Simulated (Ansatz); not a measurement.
Consider HRh3.

```
H Rh
1.0
     4.87875    0.00000    0.00000
     0.00000    4.87875    0.00000
     0.00000    0.00000    4.87875
H Rh
2 6
Direct
  0.00000 0.00000 0.00000
  0.50000 0.50000 0.50000
  0.50000 0.00000 0.00000
  0.00000 0.50000 0.50000
  0.00000 0.50000 0.00000
  0.50000 0.00000 0.50000
  0.00000 0.00000 0.50000
  0.50000 0.50000 0.00000
```

Space group Im-3m; a structure generated by program, which may or may not match a known phase; spin-polarised.

The calculation used DFT PBE, scalar-relativistic, plane waves, PAW in Ansatz.

Predict the valence pseudo-density, electron localisation function and spin density between the atoms.

Answer. Rh–H (2.44 Å): ρ is about 0.26 e/Å³ halfway; the ELF climbs to about 1 towards the hydrogen.
Rh–Rh (2.44 Å): the density is about 0.55 e/Å³ at the midpoint; the ELF is about 0.25 at the midpoint: no shared electron pair shows on this line.
The spin density sits on Rh: +0.7 μB (×6) in one cell of 8 atoms: parallel main moments (a ferromagnetic arrangement) in this solution. The cell of the calculation (4 atoms) carries 2.1 μB of net spin moment.

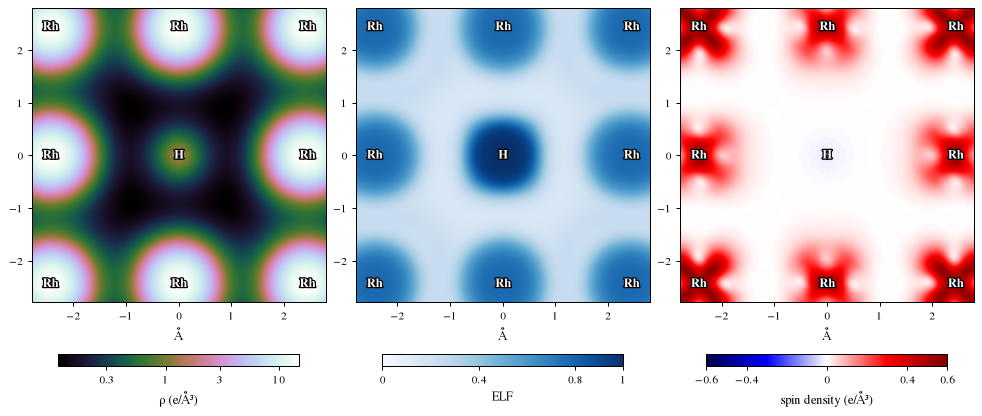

Computed valence pseudo-density, electron localisation function and spin density on the (010) plane of the conventional cell, in this order. 

In a PAW calculation such maps are meaningful between the atoms, not at the nuclei.
